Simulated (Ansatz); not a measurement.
# BSiCl (triplet): one geometry, many settings

Aim: run BSiCl (triplet) at one geometry under a spread of methods and options, and see what each costs and gives.

Computed with Ansatz 0.2.0, Gaussian basis. Level: the settings change from run to run.

27 further runs of the same task are left out: 1 for a known fault of the program, 16 that didn't finish, 10 set aside as unsound or not needed.

## Step 1: What is computed

The geometry is a PBE0/def2-TZVP stationary point (not a proven minimum) of the parent state, kept for this charge and spin.

3 atoms, charge 0, spin multiplicity 3.

Atoms are counted from 1 here; the program's logs count them from 0.

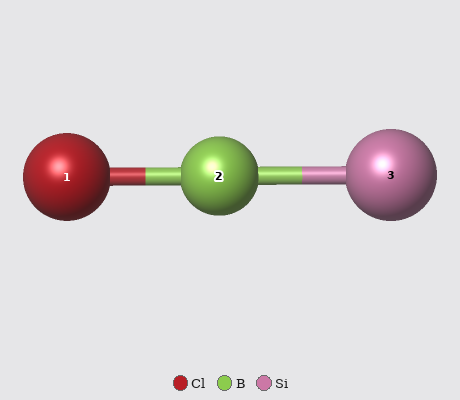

The structure; chlorine red, boron green, silicon pink; atoms are numbered from 1 in the order of the file.

## Step 2: BCCD on ROHF/cc-pVDZ

Contents of in.yaml:

```yaml
crystal:
  periodic: [false, false, false]
  atoms:
    - {symbol: Cl, position_ang: [0.000000, 0.000000, 1.755629]}
    - {symbol: B, position_ang: [0.000000, 0.000000, 0.070266]}
    - {symbol: Si, position_ang: [0.000000, 0.000000, -1.825895]}
basis:
  gaussian: {orbitals: cc-pVDZ}
magnetization: {spin_polarized: false, initial_magnetization: 2}
correlation: {method: bccd, electrons: outside_noble_gas}
output: {forces: true}
```

Run with:

```bash
$ ansatz run in.yaml --threads 1 --pin off --events-out ev --progress --plain --max-ram 2393MiB
```

Log, shortened:

```text
Functional definition: HF
  name "HF"
  cite "Fock, Z. Phys. 61, 126 (1930) doi:10.1007/BF01340294"
  parent pbe
[...]
512 factors; integrals over basis functions are off by at most 1.1e-3 eV
[...]
mean field -21036.15571372 eV, -773.0644636609 hartree, gradient 2.4e-6 eV, S^2 2.000000; 2 other end points of the search recorded, 0 dependent functions left out
[...]
determinant -21036.15571372 eV, -773.0644636609 hartree, with singles and doubles -21044.32136495 eV, -773.3645458087 hartree
determinant -21033.85686687 eV, -772.9799825973 hartree, with singles and doubles -21042.27631622 eV, -773.2893916541 hartree
determinant -21033.05367103 eV, -772.9504656944 hartree, with singles and doubles -21041.05863028 eV, -773.2446425209 hartree
11 core orbitals not correlated: weight in the atoms' cores, before any rotation towards them, 1.000 or more for the frozen orbitals, at most 0.000 for the correlated occupied ones
reference -21036.15571372 eV, -773.0644636609 hartree; 8, 6 occupied and 31, 33 virtual orbitals, 512 factors
second order -7.19876033 eV of doubles, -0.05458254 eV of singles
cycle   1  -8.15427823 eV  change    1.1e-2 eV  update   9.9e-3
[...]
cycle  10  -8.15175862 eV  change    1.7e-7 eV  update   6.8e-7
[...]
Total energy: -21044.30747235 eV, -773.3640352648 hartree
Atom 0 at     0.000000     0.000000     1.755629 Å, force    -0.000000     0.000000     0.919485 eV/Å
Atom 1 at     0.000000     0.000000     0.070266 Å, force    -0.000000     0.000000    -0.684130 eV/Å
Atom 2 at     0.000000     0.000000    -1.825895 Å, force     0.000000    -0.000000    -0.235355 eV/Å
Dipole moment:    -0.000000     0.000000     0.257580 e Å
```

It took 28 s on 1 thread of Intel Xeon at 2.50GHz, shared host.

From the report: correlation -8.1518 eV; largest double amplitude 0.08.

## Step 3: HF/cc-pVDZ

in.yaml: that of step 2 with these lines changed.

```diff
@@ -9,3 +9,4 @@
 magnetization: {spin_polarized: false, initial_magnetization: 2}
-correlation: {method: bccd, electrons: outside_noble_gas}
-output: {forces: true}
+hamiltonian: {xc: hf}
+scf: {lower_state_search: full}
+output: {orbitals: {seedname: orbitals}}
```

Launched as before.

Log, shortened:

```text
Functional definition: HF
  name "HF"
  cite "Fock, Z. Phys. 61, 126 (1930) doi:10.1007/BF01340294"
  parent pbe
[...]
512 factors; integrals over basis functions are off by at most 1.1e-3 eV
[...]
mean field -21036.15571372 eV, -773.0644636609 hartree, gradient 2.1e-5 eV, S^2 2.000000; 8 other end points of the search recorded, 0 dependent functions left out
reference -21036.15571372 eV, -773.0644636609 hartree; 19, 17 occupied and 31, 33 virtual orbitals, 512 factors
Total energy: -21036.15571372 eV, -773.0644636609 hartree
```

It took 12 s on 1 thread of Intel Xeon at 2.50GHz, shared host.

## Step 4: CCSD on ROHF/cc-pVDZ

in.yaml: that of step 3 with these lines changed.

```diff
@@ -9,4 +9,4 @@
 magnetization: {spin_polarized: false, initial_magnetization: 2}
-hamiltonian: {xc: hf}
-scf: {lower_state_search: full}
-output: {orbitals: {seedname: orbitals}}
+correlation: {method: ccsd, electrons: all}
+scf: {lower_state_search: light}
+output: {forces: true}
```

Launched as before.

Log, shortened:

```text
Functional definition: HF
  name "HF"
  cite "Fock, Z. Phys. 61, 126 (1930) doi:10.1007/BF01340294"
  parent pbe
[...]
512 factors; integrals over basis functions are off by at most 1.1e-3 eV
[...]
mean field -21036.15571372 eV, -773.0644636609 hartree, gradient 2.4e-6 eV, S^2 2.000000; 2 other end points of the search recorded, 0 dependent functions left out
[...]
determinant -21036.15571372 eV, -773.0644636609 hartree, with singles and doubles -21044.67472126 eV, -773.3775314136 hartree
determinant -21033.85686687 eV, -772.9799825973 hartree, with singles and doubles -21042.62493547 eV, -773.3022031749 hartree
determinant -21033.05367103 eV, -772.9504656944 hartree, with singles and doubles -21041.41326353 eV, -773.2576750524 hartree
reference -21036.15571372 eV, -773.0644636609 hartree; 19, 17 occupied and 31, 33 virtual orbitals, 512 factors
second order -7.59165653 eV of doubles, -0.05478967 eV of singles
cycle   1  -8.51886160 eV  change    1.5e-4 eV  update   5.9e-4
[...]
cycle   8  -8.51896111 eV  change    1.3e-6 eV  update   5.1e-7
[...]
Total energy: -21044.67467484 eV, -773.3775297075 hartree
Atom 0 at     0.000000     0.000000     1.755629 Å, force    -0.000000    -0.000000     0.873255 eV/Å
Atom 1 at     0.000000     0.000000     0.070266 Å, force    -0.000000    -0.000000    -0.664664 eV/Å
Atom 2 at     0.000000     0.000000    -1.825895 Å, force    -0.000000    -0.000000    -0.208591 eV/Å
Dipole moment:     0.000000     0.000000     0.261663 e Å
```

It took 72 s on 1 thread of Intel Xeon at 2.50GHz, shared host; peak memory 0.3 GiB.

From the report: correlation -8.5190 eV; T1 0.012; largest double amplitude 0.08.

## Step 5: BCCD on UHF/6-31G*

Contents of in.yaml:

```yaml
crystal:
  periodic: [false, false, false]
  atoms:
    - {symbol: Cl, position_ang: [0.000000, 0.000000, 1.755629]}
    - {symbol: B, position_ang: [0.000000, 0.000000, 0.070266]}
    - {symbol: Si, position_ang: [0.000000, 0.000000, -1.825895]}
basis:
  gaussian: {orbitals: "6-31G*"}
magnetization: {spin_polarized: true, initial_magnetization: 2}
correlation: {method: bccd, electrons: outside_noble_gas, diis_vectors: 12}
```

Same command.

Log, shortened:

```text
Functional definition: HF
  name "HF"
  cite "Fock, Z. Phys. 61, 126 (1930) doi:10.1007/BF01340294"
  parent pbe
[...]
474 factors; integrals over basis functions are off by at most 6.8e-4 eV
[...]
mean field -21035.07285251 eV, -773.0246692454 hartree, gradient 1.7e-6 eV, S^2 2.022085; 4 other end points of the search recorded, 0 dependent functions left out
11 core orbitals not correlated: weight in the atoms' cores, before any rotation towards them, 1.000 or more for the frozen orbitals, at most 0.000 for the correlated occupied ones
reference -21035.07285251 eV, -773.0246692454 hartree; 8, 6 occupied and 34, 36 virtual orbitals, 474 factors
second order -6.86600618 eV of doubles, -0.00000000 eV of singles
cycle   1  -7.48004705 eV  change   -6.1e-1 eV  update   8.5e-2
[...]
cycle  10  -7.76072475 eV  change    6.9e-6 eV  update   8.9e-6
Total energy: -21042.83357726 eV, -773.3098706194 hartree
```

Wall time 27 s (1 thread of Intel Xeon at 2.50GHz, shared host).

From the report: ⟨S²⟩ of the determinant 2.022 (pure triplet: 2.00); correlation -7.7607 eV; largest double amplitude 0.09.

## Step 6: CCSD on ROHF/cc-pVDZ

Contents of in.yaml:

```yaml
crystal:
  periodic: [false, false, false]
  atoms:
    - {symbol: Cl, position_ang: [0.000000, 0.000000, 1.755629]}
    - {symbol: B, position_ang: [0.000000, 0.000000, 0.070266]}
    - {symbol: Si, position_ang: [0.000000, 0.000000, -1.825895]}
basis:
  gaussian: {orbitals: cc-pVDZ}
magnetization: {spin_polarized: false, initial_magnetization: 2}
correlation: {method: ccsd, electrons: all, diis_vectors: 12}
output: {forces: true}
```

Launched as before.

Log, shortened:

```text
Functional definition: HF
  name "HF"
  cite "Fock, Z. Phys. 61, 126 (1930) doi:10.1007/BF01340294"
  parent pbe
[...]
512 factors; integrals over basis functions are off by at most 1.1e-3 eV
[...]
mean field -21036.15571372 eV, -773.0644636609 hartree, gradient 2.4e-6 eV, S^2 2.000000; 2 other end points of the search recorded, 0 dependent functions left out
[...]
determinant -21036.15571372 eV, -773.0644636609 hartree, with singles and doubles -21044.67472126 eV, -773.3775314136 hartree
determinant -21033.85686687 eV, -772.9799825973 hartree, with singles and doubles -21042.62493547 eV, -773.3022031749 hartree
determinant -21033.05367103 eV, -772.9504656944 hartree, with singles and doubles -21041.41326353 eV, -773.2576750524 hartree
reference -21036.15571372 eV, -773.0644636609 hartree; 19, 17 occupied and 31, 33 virtual orbitals, 512 factors
second order -7.59165653 eV of doubles, -0.05478967 eV of singles
cycle   1  -8.51886160 eV  change    1.5e-4 eV  update   5.9e-4
[...]
cycle   8  -8.51896111 eV  change    1.3e-6 eV  update   5.1e-7
[...]
Total energy: -21044.67467484 eV, -773.3775297075 hartree
Atom 0 at     0.000000     0.000000     1.755629 Å, force    -0.000000    -0.000000     0.873255 eV/Å
Atom 1 at     0.000000     0.000000     0.070266 Å, force    -0.000000    -0.000000    -0.664664 eV/Å
Atom 2 at     0.000000     0.000000    -1.825895 Å, force    -0.000000    -0.000000    -0.208591 eV/Å
Dipole moment:     0.000000     0.000000     0.261663 e Å
```

It took 62 s on 1 thread of Intel Xeon at 2.50GHz, shared host; peak memory 0.3 GiB.

From the report: correlation -8.5190 eV; T1 0.012; largest double amplitude 0.08.

## Step 7: All runs side by side

Where basis and cores are those of an earlier UCCSDT(Q)/cc-pVDZ run (-21044.6850 eV), and the state is the same kind, the miss against it is given.

```
               level         correlated  functions  energy (eV)  from UCCSDT(Q) (meV)  time
BCCD on ROHF/cc-pVDZ  outside noble gas         50  -21044.3075                 377.5  28 s
          HF/cc-pVDZ                            50  -21036.1557                8529.3  12 s
CCSD on ROHF/cc-pVDZ                all         50  -21044.6747                        72 s
  BCCD on UHF/6-31G*  outside noble gas         53  -21042.8336                        27 s
CCSD on ROHF/cc-pVDZ                all         50  -21044.6747                        62 s
```

## Step 8: What came out

```
quantity                       value
    runs                           5
quickest            HF/cc-pVDZ, 12 s
 slowest  CCSD on ROHF/cc-pVDZ, 72 s
```

In words: Total energies in different bases, with other cores or another treatment of relativity can't be set against each other. CCSD on ROHF/cc-pVDZ took 6 times as long as HF/cc-pVDZ; the jobs differ in more than the method. Hartree-Fock, CASSCF and CASCI lack dynamic correlation by design.
